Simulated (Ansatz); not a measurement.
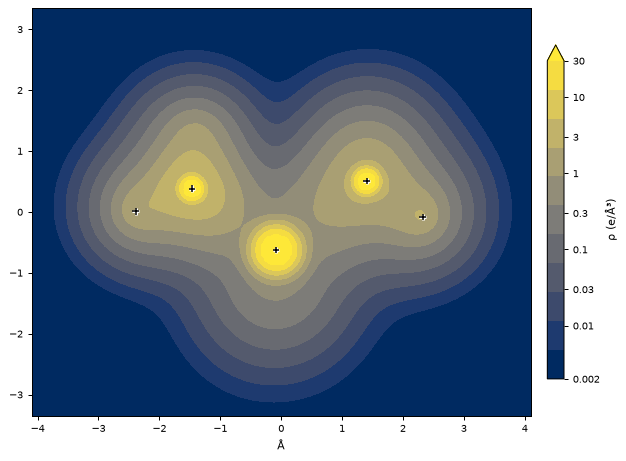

The total electron density on a plane through atoms (crosses mark nuclei in the plane).

Method: RKS PBE0-D4/def2-TZVPP in Ansatz.

Candidates:
A. CH$_{7}$NOSi (SMILES C[SiH](N)O)
B. Cl$_{2}$ (SMILES ClCl)
C. CH$_{5}$FOSi (SMILES C[SiH](O)F)

Which candidate gave the map?

Candidate A: CH$_{7}$NOSi on the plane of atoms C1, Si2 and N3, which holds C, Si, N and H. Si–N (1.72 Å): the density is about 1.1 e/Å³ at the midpoint. C–Si (1.86 Å): ρ at the midpoint is about 1 e/Å³.
